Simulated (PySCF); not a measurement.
**F6Mo, SMILES `F[Mo](F)(F)(F)(F)F`: what the electrons do**

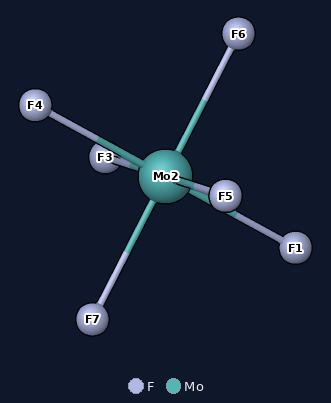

The molecule, with its atoms numbered as below. No frequency check shows the geometry to be a minimum.

Cartesian coordinates (Å):

```
F1       1.0832   -0.6577   -1.1874
Mo2     -0.0000    0.0000   -0.0000
F3      -1.1157    0.4341   -1.2580
F4      -1.0832    0.6577    1.1874
F5       1.1157   -0.4340    1.2581
F6       0.7733    1.5475   -0.1518
F7      -0.7733   -1.5475    0.1517
```

## 1. Bonding charge

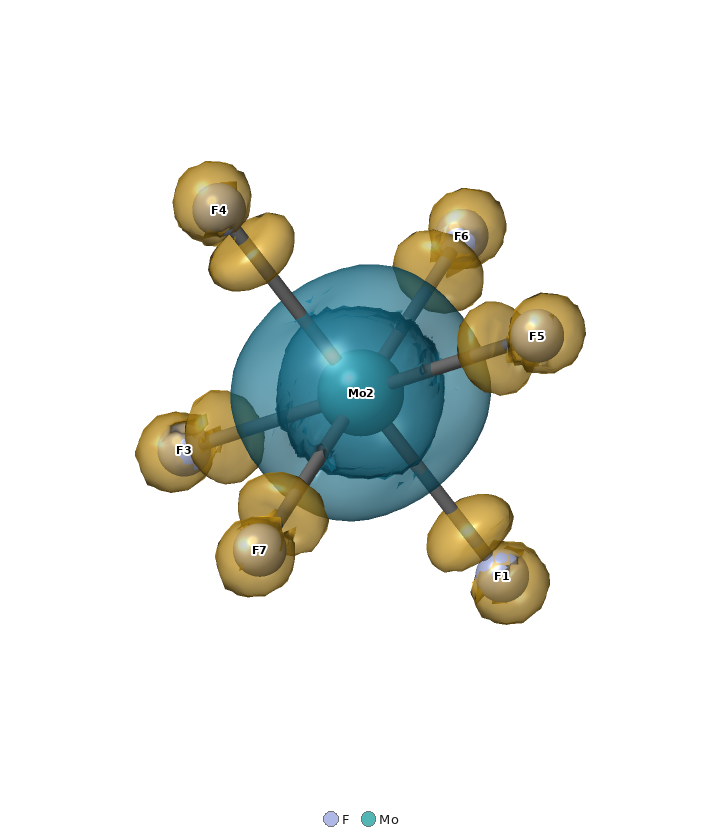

Deformation density (molecule less spherical, spin-averaged free atoms at the same positions), surfaces at ±0.2 e/Å³; yellow: gain, teal: loss.

Level of theory: BLYP/def2-SVP (PySCF), at a geometry from GFN2-xTB. Core potentials replace the inner electrons of Mo; spin–orbit coupling isn't included. This is a single-reference result, which may miss multireference character in this system.

How much density has each bond gained at its critical point, relative to the free atoms?

Answer. Mo2–F3, Mo2–F4, Mo2–F7, Mo2–F6 and 2 more like them: −0.02 e/Å³ at the bond critical point (bond length 1.74 Å, Mayer order 1.1); up to 0.6 Å beside the axis the gain reaches +0.22 e/Å³. In all, 1.2 electrons gather in the regions of gain relative to the promolecule. A small or negative value marks a very polar bond, one between electron-rich atoms, whose free-atom densities already overlap strongly, a long bond to a heavier atom, or a closed-shell contact such as a hydrogen bond.

Where do the Hirshfeld charges lie?

Answer. The highest Hirshfeld charge is on Mo2 (+0.91 e), the lowest on F1, F3, F4, F5, F6 and F7 (−0.15 e).

## 2. Bond critical points

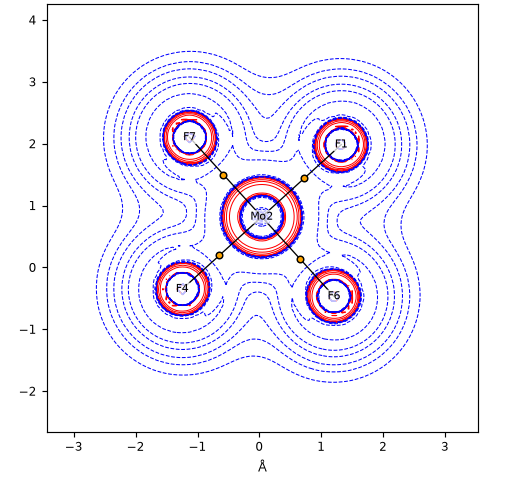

Negative Laplacian of the density (−∇²ρ) in the plane of F1, Mo2, F4, F6 and F7 (solid red lines positive, dashed blue lines negative, contours at ±0.02 to ±8 a.u.), with bond paths and bond critical points (dots).

Sort the bonds in the plane by the sign of ∇²ρ at their critical points.

Answer. At none is it concentrated. Depleted (∇²ρ > 0): Mo2–F4, Mo2–F7, Mo2–F6 and F1–Mo2 (+1.20 a.u., H = −0.081). A positive Laplacian with negative H is typical of metal–ligand bonds.

## 3. Local ionisation energy

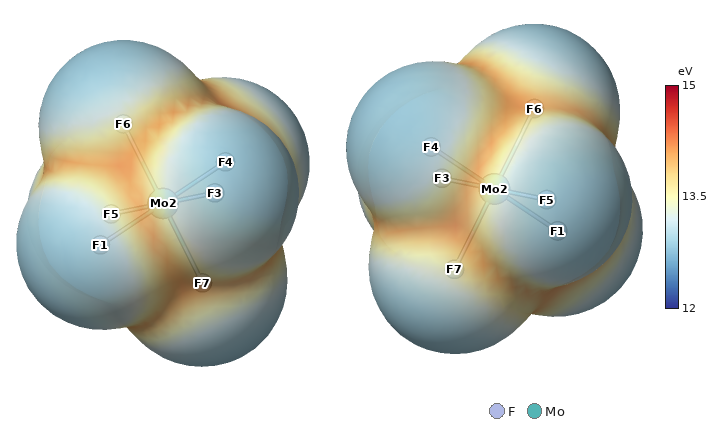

Average local ionisation energy on the surface of electron density 0.001 a.u. (back view left, front view right).

Locate the minima of the map.

Answer. The lowest value is 12.9 eV, 1.6 Å from F5, and at like points elsewhere. For comparison, the highest occupied orbital lies at −10.4 eV.

What volume does the surface enclose, and what is the dipole moment?

Answer. About 95 Å³; the dipole moment is 0.0 D.

## 4. In an electric field

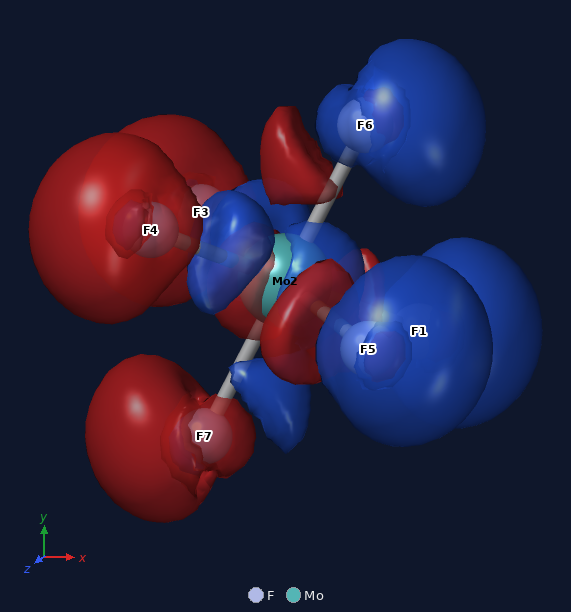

Change of the electron density in a uniform field of 0.51 V/Å, surfaces at ±0.003 e/Å³ (blue: gain, red: loss).

Computed with PySCF, B3LYP/def2-SVPD, geometry: GFN2-xTB. Core potentials replace the inner electrons of Mo; spin–orbit coupling isn't included. This is a single-reference result, which may miss multireference character in this system.

Along which Cartesian direction does the field point?

Answer. Along −x: electrons gather on the +x side, against the field.

What dipole is induced, and what polarisability does it imply?

Answer. The induced dipole is 1.11 D (along the field); α along this axis, from the fields in both directions, is 44 bohr³ (6.5 Å³).

Which atoms gain and lose the most charge?

Answer. Electrons gather most on F1 and F5 alike (Hirshfeld charge changes by −0.022 e) and leave F3 and F4 alike most (+0.023 e); 0.099 electrons are displaced in all.

## 5. Localised orbitals

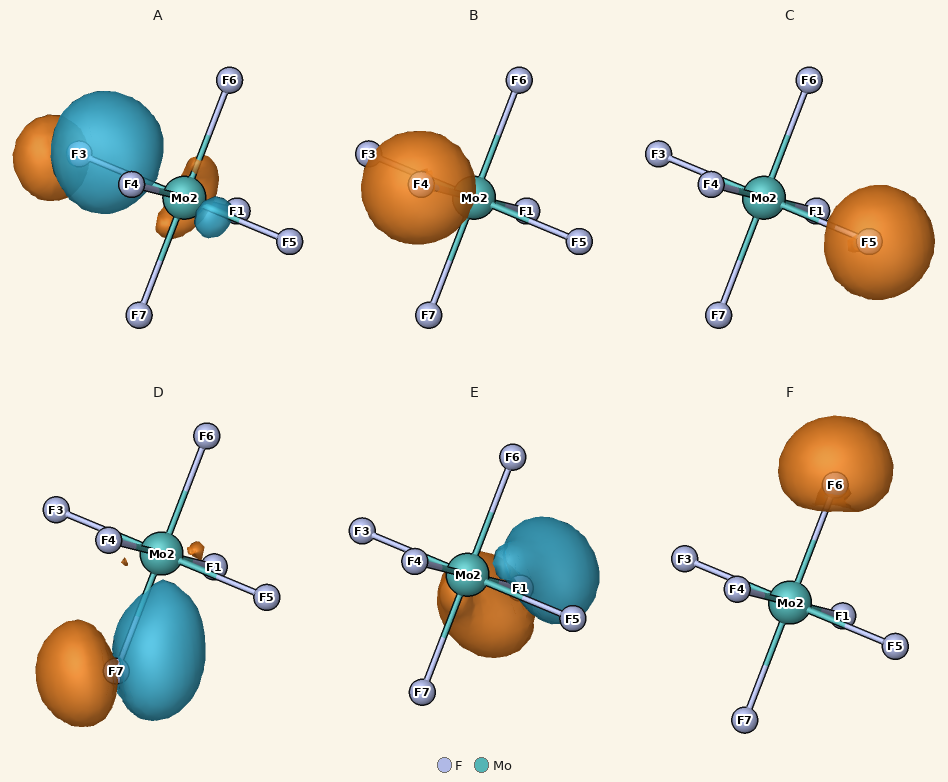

Pipek–Mezey orbitals, occupied; each surface holds about 85 % of the orbital's density. Energies are diagonal elements of the Fock matrix.

Level of theory: PBE0/def2-TZVP (PySCF), at a geometry from GFN2-xTB. Core potentials replace the inner electrons of Mo; spin–orbit coupling isn't included. This is a single-reference result, which may miss multireference character in this system.

What does each orbital represent in a Lewis picture?

Answer. By panel:
- A: very polar σ bond F3–Mo2, mostly on F3 (F3 92 %, Mo2 8 %; −19.5 eV)
- B: lone pair on F4 (s-type) (F4 98 %; −30.0 eV)
- C: lone pair on F5 (s-type) (F5 98 %; −30.7 eV)
- D: lone pair on F7 (p-type) (F7 96 %, Mo2 4 %; −15.6 eV)
- E: lone pair on F1 (p-type) (F1 96 %, Mo2 4 %; −14.4 eV)
- F: lone pair on F6 (s-type) (F6 99 %; −27.7 eV)

The PySCF runs shown took 18 s, 44 s and 25 s on 1 thread of Intel(R) Xeon(R) Platinum 8259CL CPU @ 2.50GHz (Skylake/Cascade Lake), with other jobs on the host.
